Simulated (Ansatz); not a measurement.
**SiNH4O (SMILES N[SiH]O): UHF/3-21G**

What is the electronic atomisation energy of SiNH4O at UHF/3-21G? 

The results are computed with Ansatz 0.2.0.

53 further runs of the same task are left out: 53 set aside as unsound or not needed.

### 1 The structure to begin with

SiNH4O: 7 atoms, total charge 0, spin state doublet. SMILES: `N[SiH]O`. The shape is that of a PBE0-D4/def2-TZVP optimisation. This is one conformer, not always the lowest.

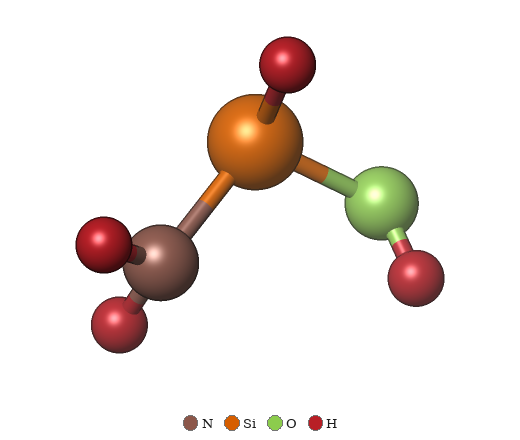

Viewed from a chosen angle; nitrogen brown, silicon orange, oxygen green, hydrogen red.

### 2 A single-point energy at UHF/3-21G

The input, molecule.yaml:

```yaml
crystal:
  periodic: [false, false, false]
  atoms:
    - {symbol: N, position_ang: [-0.694900, 0.548300, -0.575200]}
    - {symbol: Si, position_ang: [0.293100, 0.159000, 0.781300]}
    - {symbol: O, position_ang: [1.622900, -0.672400, 0.270300]}
    - {symbol: H, position_ang: [-0.355900, 1.168100, -1.294800]}
    - {symbol: H, position_ang: [-1.685800, 0.673200, -0.432900]}
    - {symbol: H, position_ang: [-0.599100, -0.661900, 1.664700]}
    - {symbol: H, position_ang: [1.480900, -1.282400, -0.459000]}
basis:
  gaussian:
    orbitals: 3-21G.json
magnetization:
  spin_polarized: true
  initial_magnetization: 1
hamiltonian:
  xc: hf
accuracy: high
output: {orbitals: {seedname: orbitals}}
```

The basis set 3-21G is read from a file made from the Basis Set Exchange's data (not shown).

Started as:

```
$ ansatz run molecule.yaml --threads 1 --pin off --max-ram 3480MiB --events-out events.jsonl --progress --plain --runs-dir runs
```

The log of the run:

```text
Warning: RAYON_NUM_THREADS=1 ignored (pool sized by the plan → 1); use --threads N
Functional definition: HF
  name "HF"
  exchange = exact_x
  correlation = 0
885 factors; integrals over basis functions are off by at most 4.0e-9 eV
mean field evaluation 1: about -11380.4812 eV, gradient 2.6e1 eV
mean field evaluation 2: about -11380.7195 eV, gradient 2.6e1 eV
mean field evaluation 4: about -11383.3951 eV, gradient 1.7e0 eV
mean field evaluation 8: about -11383.4447 eV, gradient 3.1e-1 eV
mean field evaluation 16: about -11383.4468 eV, gradient 1.0e-5 eV
mean field -11383.44681008 eV, -418.3339542931 hartree, gradient 3.5e-8 eV, S^2 0.753384; 0 other end points of the search recorded, 0 dependent functions left out
reference -11383.44681008 eV, -418.3339542931 hartree; 17, 16 occupied and 22, 23 virtual orbitals, 885 factors
Total energy: -11383.44681008 eV, -418.3339542931 hartree
```

Run time: 0.3 s. Hardware: 1 thread of Intel Xeon 6975P-C (Granite Rapids), shared host.

### 3 The H atom

The input, run.yaml:

```yaml
crystal:
  periodic: [false, false, false]
  atoms:
    - {symbol: H, position_ang: [0.000000, 0.000000, 0.000000]}
basis:
  gaussian: {orbitals: 3-21G.json}
magnetization: {spin_polarized: true, initial_magnetization: 1}
hamiltonian: {xc: hf}
accuracy: high
```

The basis set 3-21G is read from a file made from the Basis Set Exchange's data (not shown).

Run the same way, it converges to -0.49620 Eh (log not shown).

### 4 The N atom, same level

The input, input.yaml:

```yaml
crystal:
  periodic: [false, false, false]
  atoms:
    - {symbol: N, position_ang: [0.000000, 0.000000, 0.000000]}
basis:
  gaussian: {orbitals: 3-21G.json}
hamiltonian: {xc: hf}
magnetization: {spin_polarized: true, initial_magnetization: 3}
accuracy: high
```

The basis set 3-21G is read from a file made from the Basis Set Exchange's data (not shown).

Run the same way, it converges to -54.10539 Eh (log not shown).

### 5 The O atom

The input, input.yaml:

```yaml
crystal:
  periodic: [false, false, false]
  atoms:
    - symbol: O
      position_ang: [0.000000, 0.000000, 0.000000]
basis:
  gaussian: {orbitals: 3-21G.json}
magnetization: {spin_polarized: true, initial_magnetization: 2}
hamiltonian: {xc: hf}
accuracy: high
```

The basis set 3-21G is read from a file made from the Basis Set Exchange's data (not shown).

Run the same way, it converges to -74.39366 Eh (log not shown).

### 6 The Si atom, same level

The input, job.yaml:

```yaml
crystal:
  periodic: [false, false, false]
  atoms:
    - {symbol: Si, position_ang: [0.000000, 0.000000, 0.000000]}
basis:
  gaussian:
    orbitals: 3-21G.json
magnetization:
  spin_polarized: true
  initial_magnetization: 2
hamiltonian:
  xc: hf
accuracy: high
```

The basis set 3-21G is read from a file made from the Basis Set Exchange's data (not shown).

Run the same way, it converges to -287.34443 Eh (log not shown).

### 7 What came out

Level: UHF/3-21G.

```
                                    quantity          value
                      molecule: total energy  -418.33395 Eh
molecule: HOMO energy (highest over α and β)       -8.09 eV
 molecule: LUMO energy (lowest over α and β)        2.03 eV
                              molecule: ⟨S²⟩          0.753
                        H atom: total energy    -0.49620 Eh
                                H atom: ⟨S²⟩          0.750
                        N atom: total energy   -54.10539 Eh
                                N atom: ⟨S²⟩          3.752
                        O atom: total energy   -74.39366 Eh
                                O atom: ⟨S²⟩          2.001
                       Si atom: total energy  -287.34443 Eh
                               Si atom: ⟨S²⟩          2.000
               electronic atomisation energy      13.760 eV
```

**Reading.** Taking the molecule apart into free atoms costs 13.76 eV (317 kcal/mol), before zero-point energy and without spin-orbit coupling. Hartree–Fock lacks the correlation of the bonding pairs, which as a rule makes this value much too low; in minimal bases other errors can mask that. The basis has no polarisation functions, which makes bonds too weak.
